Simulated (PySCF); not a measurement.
## C7H9NP: a changed input and its effect

System: C7H9NP, charge +1.
Method of run 1: GIAO PBE0/pcSseg-1 NMR shielding, non-relativistic, IEF-PCM water (PySCF 2.14.0).

The geometry comes from this level: PBE0-D3(BJ)/def2-SVP. Text and figures count atoms from 1; the logs count them from 0 in places.

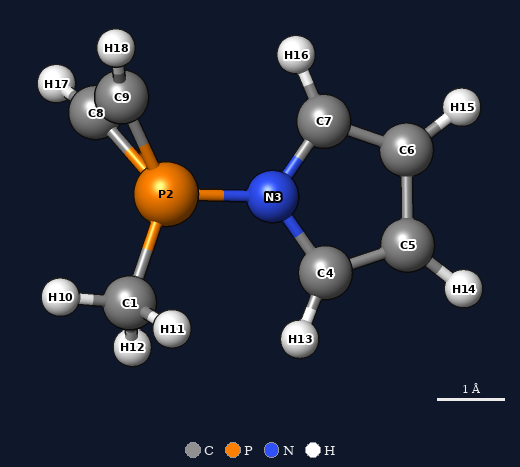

**Figure 1.** The structure (ball-and-stick view, seen at a tilt; atoms are numbered from 1 in the order of the input).

**Input, run 1**
```
{"job": {"kind": "nmr", "xc": "PBE0", "basis": "pcSseg-1", "solvent": "water", "pop": false}, "charge": 1, "multiplicity": 1}
C     -1.987989    -0.733422     1.124405
P     -1.126829     0.117679    -0.185524
N      0.519597    -0.002734     0.029561
C      1.184167    -0.784430     0.988094
C      2.522919    -0.613274     0.803651
C      2.708759     0.290507    -0.291739
C      1.479072     0.652429    -0.753821
C     -1.784852     0.342639    -1.773728
C     -1.778086     1.470465    -1.048140
H     -3.064844    -0.577637     0.970958
H     -1.684243    -0.320202     2.097491
H     -1.760943    -1.808901     1.083230
H      0.641418    -1.389198     1.709960
H      3.304551    -1.087692     1.394073
H      3.659450     0.638201    -0.691579
H      1.188598     1.317286    -1.564284
H     -2.034833    -0.038691    -2.767396
H     -2.017277     2.535620    -1.108215
```

The first line tells a small driver script what to run in PySCF; the rest is the geometry in Å.

Launched with:
```bash
OMP_NUM_THREADS=1 python <driver script> task.json out
```

Hardware: 1 CPU thread, shared host.

**Output (run 1)**
```
coarse grid: 15872 points
cycle   1  E = -667.3350446668  dE =  1.962e+00  |g| = 4.857e-01  |ddm| = 4.087e+00
cycle   2  E = -667.2892429664  dE =  4.580e-02  |g| = 6.516e-01  |ddm| = 1.121e+00
cycle   3  E = -667.3930033334  dE = -1.038e-01  |g| = 1.082e-01  |ddm| = 6.547e-01
cycle   4  E = -667.3953227247  dE = -2.319e-03  |g| = 4.104e-02  |ddm| = 1.059e-01
cycle   5  E = -667.3956846010  dE = -3.619e-04  |g| = 5.623e-03  |ddm| = 3.419e-02
cycle   6  E = -667.3956898701  dE = -5.269e-06  |g| = 2.735e-03  |ddm| = 6.475e-03
final grid: 149728 points
cycle   7  E = -667.4486618069  dE = -3.217e-05  |g| = 9.267e-03  |ddm| = 3.529e-02
cycle   8  E = -667.4486548193  dE =  6.988e-06  |g| = 1.101e-02  |ddm| = 1.647e-02
cycle   9  E = -667.4486828925  dE = -2.807e-05  |g| = 8.941e-04  |ddm| = 8.971e-03
cycle  10  E = -667.4486830751  dE = -1.826e-07  |g| = 2.186e-04  |ddm| = 8.003e-04
cycle  11  E = -667.4486830857  dE = -1.061e-08  |g| = 5.755e-05  |ddm| = 1.956e-04
cycle  12  E = -667.4486830864  dE = -6.505e-10  |g| = 2.368e-05  |ddm| = 6.643e-05
converged SCF energy = -667.4486830864

GIAO shielding tensors (ppm)
atom      isotropic    diamagn.    paramagn.     s11        s22        s33       span
  0 C      174.738     254.778     -80.041    147.048    179.512    197.652     50.604
  1 P      425.815     966.336    -540.521    221.567    301.102    754.778    533.211
  2 N       98.493     335.334    -236.842     29.682    117.193    148.603    118.921
  3 C       52.168     250.881    -198.714    -36.091     60.071    132.524    168.614
  4 C       62.099     257.512    -195.413    -23.389     51.005    158.681    182.070
  5 C       62.053     257.354    -195.302    -25.079     51.540    159.697    184.776
  6 C       55.682     251.060    -195.377    -32.201     61.034    138.214    170.416
  7 C       32.812     263.842    -231.030    -92.373     11.267    179.543    271.916
  8 C       36.042     263.786    -227.744    -90.504     18.894    179.737    270.241
  9 H       29.493      25.907       3.586     23.905     26.368     38.205     14.299
 10 H       27.990      28.533      -0.543     23.760     25.996     34.213     10.453
 11 H       27.840      28.355      -0.515     23.544     25.811     34.165     10.621
 12 H       23.838      30.679      -6.841     19.524     24.170     27.820      8.296
 13 H       24.336      30.459      -6.124     21.577     24.421     27.009      5.432
 14 H       24.312      30.489      -6.177     21.526     24.624     26.785      5.259
 15 H       24.279      30.639      -6.359     19.694     24.895     28.250      8.556
 16 H       22.101      30.600      -8.499     21.257     22.153     22.895      1.638
 17 H       22.156      30.719      -8.563     21.220     22.167     23.083      1.863
```

For run 2 the input was changed thus:
```diff
-"solvent": "water"
-"pop": false
+"solvent": "acetonitrile"
+"pop": true
```

What does this change do to the results?

The total energy of run 2 is 0.9 kcal/mol higher: the change of the electrostatic solvation energy at this fixed geometry, without cavity or dispersion terms. The LUMO goes from −1.64 to −1.71 eV. Of all shieldings, the largest change is that of N3, by +0.3 ppm. The number of SCF iterations is the same.

**Output (run 2)**
```
coarse grid: 15872 points
cycle   1  E = -667.3332981165  dE =  1.964e+00  |g| = 4.866e-01  |ddm| = 4.087e+00
cycle   2  E = -667.2865779691  dE =  4.672e-02  |g| = 6.549e-01  |ddm| = 1.128e+00
cycle   3  E = -667.3915079654  dE = -1.049e-01  |g| = 1.087e-01  |ddm| = 6.601e-01
cycle   4  E = -667.3938508500  dE = -2.343e-03  |g| = 4.122e-02  |ddm| = 1.066e-01
cycle   5  E = -667.3942162387  dE = -3.654e-04  |g| = 5.683e-03  |ddm| = 3.442e-02
cycle   6  E = -667.3942216305  dE = -5.392e-06  |g| = 2.761e-03  |ddm| = 6.556e-03
final grid: 149728 points
cycle   7  E = -667.4471945231  dE = -3.210e-05  |g| = 9.287e-03  |ddm| = 3.529e-02
cycle   8  E = -667.4471873690  dE =  7.154e-06  |g| = 1.106e-02  |ddm| = 1.654e-02
cycle   9  E = -667.4472156854  dE = -2.832e-05  |g| = 9.008e-04  |ddm| = 9.025e-03
cycle  10  E = -667.4472158709  dE = -1.855e-07  |g| = 2.187e-04  |ddm| = 8.066e-04
cycle  11  E = -667.4472158815  dE = -1.060e-08  |g| = 5.785e-05  |ddm| = 1.962e-04
cycle  12  E = -667.4472158822  dE = -6.571e-10  |g| = 2.384e-05  |ddm| = 6.672e-05
converged SCF energy = -667.4472158822

GIAO shielding tensors (ppm)
atom      isotropic    diamagn.    paramagn.     s11        s22        s33       span
  0 C      174.740     254.775     -80.035    147.064    179.519    197.637     50.573
  1 P      425.877     966.345    -540.468    221.661    301.177    754.792    533.131
  2 N       98.799     335.367    -236.567     30.017    117.748    148.633    118.616
  3 C       52.298     250.934    -198.636    -35.952     60.369    132.476    168.428
  4 C       61.903     257.489    -195.586    -23.650     50.695    158.664    182.314
  5 C       61.869     257.333    -195.465    -25.327     51.249    159.684    185.011
  6 C       55.765     251.100    -195.336    -32.127     61.245    138.176    170.302
  7 C       32.806     263.857    -231.050    -92.358     11.226    179.552    271.911
  8 C       36.054     263.798    -227.744    -90.467     18.881    179.748    270.215
  9 H       29.495      25.912       3.583     23.911     26.369     38.206     14.296
 10 H       27.990      28.533      -0.543     23.761     25.997     34.214     10.453
 11 H       27.843      28.357      -0.514     23.548     25.815     34.167     10.619
 12 H       23.852      30.690      -6.838     19.544     24.180     27.834      8.290
 13 H       24.326      30.439      -6.112     21.567     24.410     27.002      5.435
 14 H       24.302      30.468      -6.166     21.516     24.615     26.776      5.261
 15 H       24.291      30.647      -6.356     19.708     24.900     28.263      8.555
 16 H       22.103      30.606      -8.504     21.259     22.155     22.894      1.636
 17 H       22.159      30.726      -8.567     21.222     22.170     23.084      1.861
```

**The two runs side by side**

| quantity | run 1 | run 2 |
| --- | --- | --- |
| outcome | converged | converged |
| total energy (hartree) | −667.448683 | −667.447216 |
| HOMO (eV) | −7.04 | −7.09 |
| LUMO (eV) | −1.64 | −1.71 |
| shielding of P2 (ppm) | 425.8 | 425.9 |
| shielding of N3 (ppm) | 98.5 | 98.8 |
| shielding of C4 (ppm) | 52.2 | 52.3 |
| shielding of C5 (ppm) | 62.1 | 61.9 |
| shielding of C6 (ppm) | 62.1 | 61.9 |
| shielding of C7 (ppm) | 55.7 | 55.8 |
| shielding of H13 (ppm) | 23.8 | 23.9 |
| SCF iterations | 12 | 12 |
| basis functions | 205 | 205 |
| wall time (shared host) | 31 s | 33 s |
